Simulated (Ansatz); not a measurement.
Sr7La

The calculation's input:

```
crystal:
  lattice:
    - [0.0, 5.9292085, 5.9292085]
    - [5.9292085, 0.0, 5.9292085]
    - [5.9292085, 5.9292085, 0.0]
  atoms:
    - { symbol: Sr, position: [0.5, 0.5, 0.5] }
    - { symbol: Sr, position: [0.5, 0.0, 0.0] }
    - { symbol: Sr, position: [0.5, 0.0, 0.5] }
    - { symbol: Sr, position: [0.0, 0.5, 0.5] }
    - { symbol: Sr, position: [0.0, 0.5, 0.0] }
    - { symbol: Sr, position: [0.5, 0.5, 0.0] }
    - { symbol: Sr, position: [0.0, 0.0, 0.5] }
    - { symbol: La, position: [0.0, 0.0, 0.0] }
basis:
  ecutwfc: 420
kpoints:
  mp_grid: { grid: [6, 6, 6] }
hamiltonian:
  xc: pbe
scf:
  occupations: { method: gaussian, width: 0.1 }
output:
  forces: true
  stress: true
  eigenvalues: true
  write_density: true
  write_potential: true
  elf: true
  volumetric_format: npy
relax:
  adjacent_minimum: "off"
  f_tol: 0.01
  max_steps: 80
  cell: { stress_tol: 0.05 }
```

Run with:

```sh
ansatz run input.yaml --threads 4 --pin off --max-ram 8192MiB --backend cpu --events-out ev --progress --plain --runs-dir out
```

Below, planes, directions and counts refer to the conventional cell (a = 11.86 Å, b = 11.86 Å, c = 11.86 Å, α = 90.00°, β = 90.00°, γ = 90.00°).

The fields are those of the run's last geometry, not of the input's.

Space group Fm-3m; a structure generated by program, which may or may not match a known phase; computed without spin polarisation.

Level of theory: Ansatz, DFT PBE, scalar-relativistic, plane waves, PAW.

> Predict the valence pseudo-density and electron localisation function between the atoms.

Sr–Sr (4.19 Å): ρ at the midpoint is about 0.04 e/Å³; the ELF is about 0.25 at the midpoint: no shared electron pair shows on this line.
Sr–La (4.19 Å): ρ is about 0.05 e/Å³ halfway; the ELF is about 0.20 at the midpoint (no localised pair shows between them).

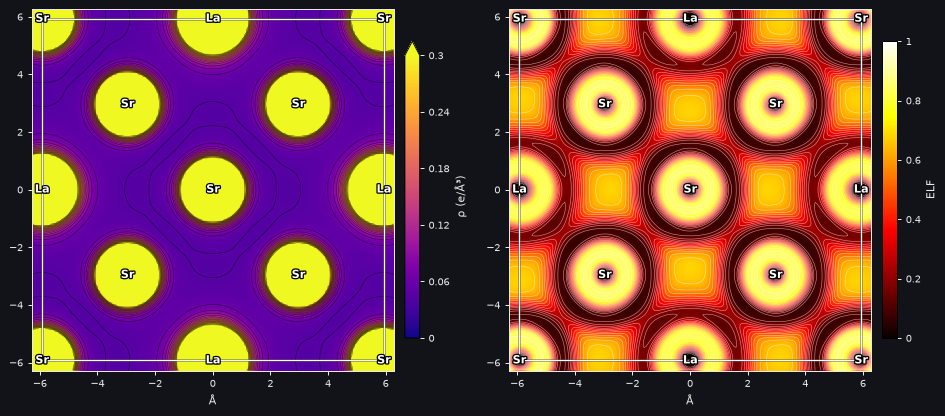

Computed valence pseudo-density and electron localisation function on the (010) plane of the conventional cell, in this order. 

The density is the valence pseudo-density of a PAW calculation; it isn't the true density close to the nuclei.
